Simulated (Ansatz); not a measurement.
# How the smearing shapes the phonons of YIn (Pm-3m), part 2 of 2

Does YIn (Pm-3m) have a Kohn anomaly or a soft branch that a wide smearing hides?

Ansatz 0.2.0; DFT PBEsol, scalar-relativistic, plane waves, PAW.

So far. Step 2 (Relaxation): The largest force is now zero by symmetry and the largest stress component 0.011 GPa, small enough for phonons. Step 4 (Phonons along a line: Fermi–Dirac smearing of 0.25 eV): Against step 3 (now smearing width 0.25 eV), the free energy moves by -55.5 meV an atom. The relaxed cell has a = 3.709 Å (conventional setting).

## Step 5: Wavevectors along a line: Fermi–Dirac smearing of 0.04 eV (continued)

Each wavevector solved by linear response. Table of frequency by |q| along the line:

```
|q| along the line (Å⁻¹)  mode 1 = mode 2 (cm⁻¹)  mode 3 (cm⁻¹)  mode 4 = mode 5 (cm⁻¹)  mode 6 (cm⁻¹)
                   0.000                       0              0                     132            132
                   0.106                    15.6           18.5                     132            134
                   0.318                    45.4           53.1                     128            142
                   0.529                    70.5           85.6                     121            151
                   0.741                    86.9            110                     111            154
```

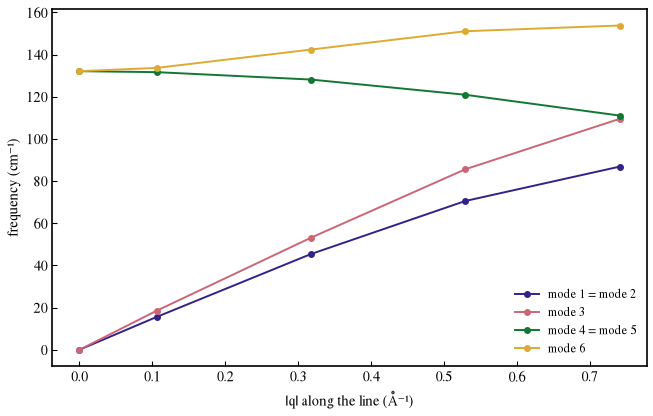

Frequency, plotted against |q| along the line.

Against step 3 (now smearing width 0.04 eV), the free energy moves by +7.1 meV an atom.

## Step 6: Wavevectors along a line: Methfessel–Paxton smearing of 0.2 eV

Each wavevector is solved by itself, so no interpolation smooths a dip of the branch.

input.yaml reads:

```yaml
crystal:
  lattice:
    - [3.7093767951, 0.0, 0.0]
    - [0.0, 3.7093767951, 0.0]
    - [0.0, 0.0, 3.7093767951]
  atoms:
    - { symbol: "Y", position: [0.5, 0.5, 0.5] }
    - { symbol: In, position: [0.0, 0.0, 0.0] }
kpoints:
  mp_grid: { grid: [16, 16, 16] }
hamiltonian:
  xc: pbesol
scf:
  occupations: { method: methfessel_paxton, width: 0.2 }
output:
  eigenvalues: true
phonons:
  method: dfpt
  qpoints:
    - [0, 0, 0]
    - [0.0, 0.0625, 0.0]
    - [0.0, 0.1875, 0.0]
    - [0.0, 0.3125, 0.0]
    - [0.0, 0.4375, 0.0]
```

Launch:

```bash
> ansatz run input.yaml --threads 4 --pin off --max-ram 8192MiB --backend cpu --events-out ev --progress --plain --runs-dir out
```

Numbers of over 12 decimals in the logs are rounded to 6 here.

The log of the run:

```text
[...]
Crystal: 2 atoms, lattice volume = 51.039 Å³
Basis set: ecut = 420 eV, 1021 PW (Γ), exchange–correlation on 50×50×50 points (8 copies of the dense FFT grid, shifted against one another)
Bands: 16, of which v1, the nominal top of the filled ones, is band 12 counted from 1 (11 counted from 0)
Symmetry: 48 space group operations
k-points: 165 of 4096
[...]
SCF iter   1: F=—  HF=-9321.603329 eV  |F-HF|=—  |Δ(HF+E_count)|=         —  Δρ=3.47e-3  dr2=9.92e-3  ethr=1.77e-3  ⟨swp⟩=5.4  Hψ=12564  notcnv=0
[...]
SCF iter   8: F=-9321.598527 eV  HF=-9321.598527 eV  |F-HF|=3.64e-12  |Δ(HF+E_count)|=  5.28e-11  S|Δr|=    0.00e0  Δρ=7.07e-8  dr2=1.50e-12  ethr=1.00e-12  ⟨swp⟩=5.5  Hψ=11374  notcnv=0
SCF 1 converged in 8 iterations: F = -9321.598527 eV  dr2 = 1.50e-12
[...]
SCF converged after 8 iterations
Stability not checked: this state was not tested for a lower state beside it, because cold or Methfessel-Paxton smearing, or corrected tetrahedra, fill the levels in a way that the test cannot read (fill_not_monotonic; see scf.lower_state_search)
Free energy (F): -9321.598527 eV
[...]
Internal energy: -9321.598905 eV  (E = F + TS)
E sigma→0 (E₀):  -9321.598621 eV
Entropy (-TS):   0.000379 eV (0.189 meV/atom)
Fermi energy:    11.630022 eV
[...]
--- Band table (eV; the first three rows and the last of 165) ---
  k-point 0: bands = [... 8 lower, -2.6830, 3.4066, 11.2599, 11.2599, 14.7006, 14.7006, 14.7006, 15.2321]
  k-point 1: bands = [... 8 lower, -2.6827, 3.4591, 11.2115, 11.2744, 14.3406, 14.3406, 14.5315, 15.2335]
  k-point 2: bands = [... 8 lower, -2.6817, 3.6149, 11.0136, 11.3164, 13.8459, 13.8459, 14.2446, 15.2377]
  k-point 164: bands = [... 8 lower, -2.5484, 9.0110, 9.0110, 9.0110, 9.1286, 15.5310, 15.5310, 15.5310]
[...]
ASR residual: 2.472e-5 → 0.000e0 eV/Å²; symmetrization residual: 7.518e-7 eV/Å²
  ASR residual per site (eV/Å²): 3.41e-6 2.47e-5
  Γ frequencies (cm⁻¹): 0.00 0.00 0.00 132.00 132.00 132.00
[...]
--- Phonons (arbitrary-q DFPT): 5 explicit q-points ---
[...]
```

Run time: 10 min. Hardware: 4 threads of Arm Neoverse N1, shared host; peak memory 2.6 GiB; 40 min of CPU time.

Each wavevector solved by linear response. Frequency against |q| along the line:

```
|q| along the line (Å⁻¹)  mode 1 = mode 2 (cm⁻¹)  mode 3 (cm⁻¹)  mode 4 = mode 5 (cm⁻¹)  mode 6 (cm⁻¹)
                   0.000                       0              0                     132            132
                   0.106                    15.5           18.5                     132            134
                   0.318                    45.4           53.4                     128            143
                   0.529                    70.7           85.5                     121            151
                   0.741                    86.9            110                     111            153
```

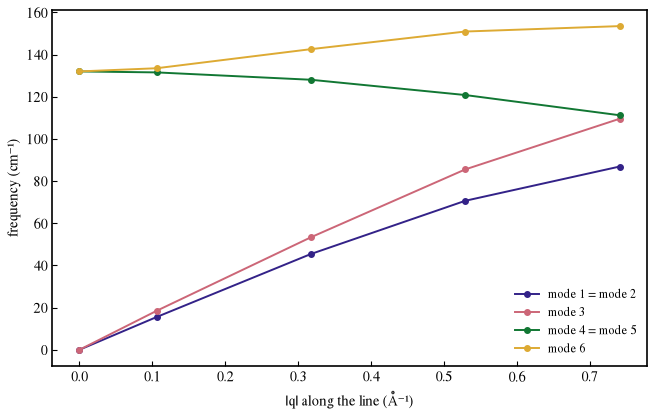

Frequency against |q| along the line.

Against step 3 (now occupations Methfessel-Paxton and smearing width 0.2 eV), the free energy moves by +8.5 meV an atom.

## Step 7: Smearing and the soft branch

Table of lowest frequency by |q| along the line:

```
|q| along the line (Å⁻¹)  fermi dirac 0.1 eV, k 16x16x16 (cm⁻¹)  fermi dirac 0.25 eV, k 16x16x16 (cm⁻¹)  fermi dirac 0.04 eV, k 16x16x16 (cm⁻¹)  methfessel paxton 0.2 eV, k 16x16x16 (cm⁻¹)
                   0.000                                      0                                       0                                       0                                            0
                   0.106                                   15.3                                    14.4                                    15.6                                         15.5
                   0.318                                   45.0                                    42.6                                    45.4                                         45.4
                   0.529                                   70.2                                    67.8                                    70.5                                         70.7
                   0.741                                   87.0                                    87.1                                    86.9                                         86.9
```

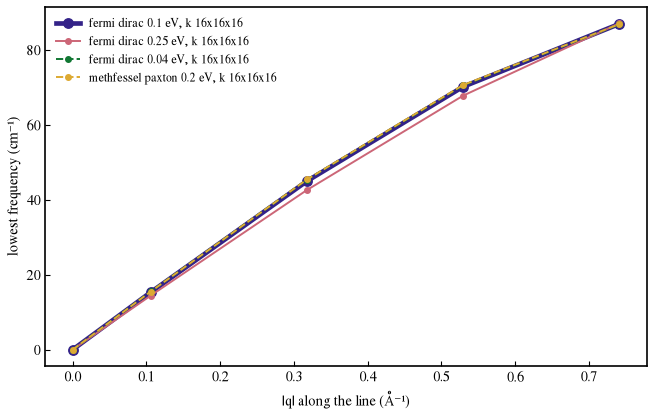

Lowest frequency, plotted against |q| along the line.

## Step 8: Summary of results

```
phonon run of the rows without a label of their own              : PBEsol, k 16×16×16
lowest branch at the last solved point, Fermi–Dirac 0.1 eV       : 87.0 cm⁻¹ at |q| = 0.741 Å⁻¹
lowest branch at the last solved point, Fermi–Dirac 0.25 eV      : 87.1 cm⁻¹ at |q| = 0.741 Å⁻¹
lowest branch at the last solved point, Fermi–Dirac 0.04 eV      : 86.9 cm⁻¹ at |q| = 0.741 Å⁻¹
lowest branch at the last solved point, Methfessel–Paxton 0.2 eV : 86.9 cm⁻¹ at |q| = 0.741 Å⁻¹
```

No branch softens by more than 4 % of the top frequency as the smearing narrows, so no anomaly that hangs on the smearing shows at these points. The line holds 5 wavevectors, so a narrow dip between them would be missed. Between Fermi–Dirac 0.25 eV and Fermi–Dirac 0.04 eV the largest change, with modes counted by rank of frequency, is in mode 6 at |q| = 0.741 Å⁻¹, from 147 to 154 cm⁻¹. Where branches cross, a count by rank can hide a softening. At the narrowest width the k mesh may not resolve the Fermi surface, so part of the change can be mesh noise.

[Logs are printed without paths, hosts, clocks, repeated set-up lines and the standing remarks that a program may print on its own settings, such as how far it seeks lower states.]

[Hosts, paths, dates, database ids (printed as entryN), source tags and the programs' standing remarks are cut or masked in the printed files.]
